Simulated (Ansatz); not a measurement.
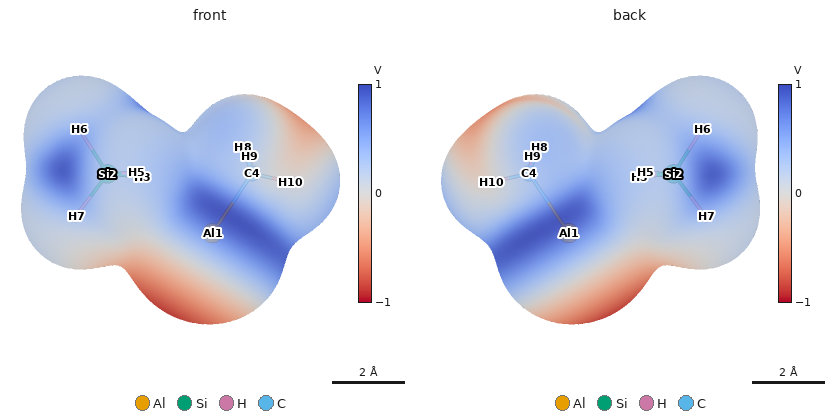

Figure. CH$_{3}$Al···SiH$_{4}$. The electrostatic potential painted on the density surface at 0.001 e/bohr³, seen from the front and from behind; the colour scale runs from red (negative) to blue (positive).

The product side of a reaction path; geometry: PBE0-D4/def2-TZVP.

The calculation used Ansatz 0.2.0, RKS PBE0-D4/def2-TZVPP.

```yaml
atoms:
  - { symbol: Al, position_ang: [-1.0946, -1.2462, -0.8227] }
  - { symbol: Si, position_ang: [1.0043, 1.3639, -1.0211] }
  - { symbol: H, position_ang: [1.4326, 0.0016, -0.5969] }
  - { symbol: C, position_ang: [-0.9875, -1.3598, 1.1648] }
  - { symbol: H, position_ang: [-0.3851, 1.5790, -0.5321] }
  - { symbol: H, position_ang: [1.9064, 2.3728, -0.4050] }
  - { symbol: H, position_ang: [1.0451, 1.4691, -2.4978] }
  - { symbol: H, position_ang: [-1.2192, -0.4082, 1.6589] }
  - { symbol: H, position_ang: [0.0050, -1.6722, 1.5131] }
  - { symbol: H, position_ang: [-1.7069, -2.1000, 1.5388] }
```

Question: Describe the electrostatic potential map.

Answer: The most negative region (about −0.9 V) lies over H7, the most positive (about +1.0 V) over Al1.
